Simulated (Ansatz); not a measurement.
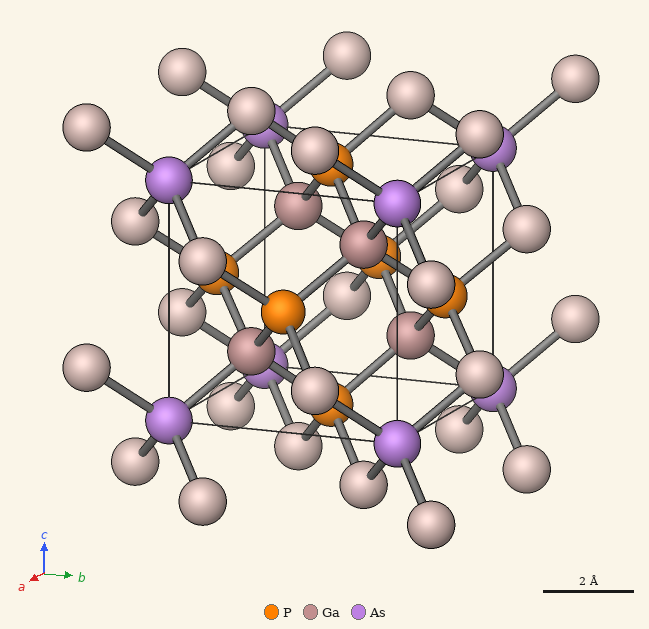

A ball-and-stick rendering, viewed slightly off an axis. Lines trace the edges of the conventional unit cell. Periodic images bonded to atoms of the box are shown as well, in fainter colours.

Ga$_{4}$AsP$_{3}$, space group P-43m (No. 215), a = 5.504 Å, b = 5.504 Å, c = 5.504 Å, α = 90.00°, β = 90.00°, γ = 90.00°. Starting structure: a structure type filled with these elements by a generator (whether the compound takes this form wasn't checked). Earlier steps of the study, as a rule a relaxation of our own, may have changed the cell and positions, so they can lie some per cent off the listed ones. It was run through Ansatz as a DFT input.

This one geometry was computed with Ansatz (DFT, plane waves, PAW) at five levels of theory: HSE06, r2SCAN, PBE with spin-orbit coupling, PBE0 and PBE. It was relaxed beforehand with r2SCAN.

Which level gives the highest pressure at this volume, and what does that say about its equilibrium volume?

Answer. Highest: PBE with spin-orbit coupling (2.5 GPa) and PBE (2.6 GPa), which points to the largest equilibrium volume. Lowest, with the smallest volume: r2SCAN (0.0 GPa) and PBE0 (0.4 GPa). Levels within 0.5 GPa of each other can't be told apart.

How does the band gap change with the level of theory?

Answer. PBE with spin-orbit coupling: a gap of 1.25 eV, direct; PBE: a gap of 1.30 eV, direct; r2SCAN: a gap of 1.58 eV, direct; HSE06: a gap of 1.94 eV, direct; PBE0: a gap of 2.59 eV, direct.

Collect the results in a table.

Answer.
| level | cutoff (eV) | k-mesh of the run's cell | gap (eV) | pressure (GPa) |
| --- | --- | --- | --- | --- |
| HSE06 | 420 | 4×4×4 | 1.94 | 0.6 |
| r2SCAN | 500 | 6×6×6 | 1.58 | 0.0 |
| PBE with spin-orbit coupling | 420 | 6×6×6 | 1.25 | 2.5 |
| PBE0 | 420 | 4×4×4 | 2.59 | 0.4 |
| PBE | 420 | 6×6×6 | 1.30 | 2.6 |

Gaps are taken on the k-mesh or band path of each run.
